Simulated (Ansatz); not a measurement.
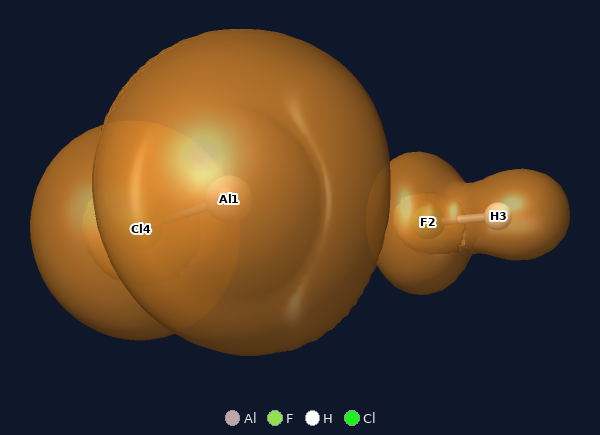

AlCl···HF. Isosurface of the ELF at 0.75 (orange), seen from one side. Core shells and regions of very low density are left out.

Method: Ansatz, RKS BHLYP-D4/def2-mTZVP.

Q: Identify the bonds, lone pairs and shells in this picture.

A: The surface consists of one region on Cl in which the atom's valence shell and bonds are merged, one lobe on Al, pointing away from the bonds (lone pairs) and one joined region spread over several atoms (F, H), in which their bonds and any lone pairs are merged. Profiles from the grid: Al1···F2 (2.81 Å): the ELF dips to about 0.05 between them. Al–Cl (2.16 Å): the ELF peaks at about 0.85 in the valence shell of Cl, 0.9 Å from its nucleus, and is about 0.80 at the midpoint.
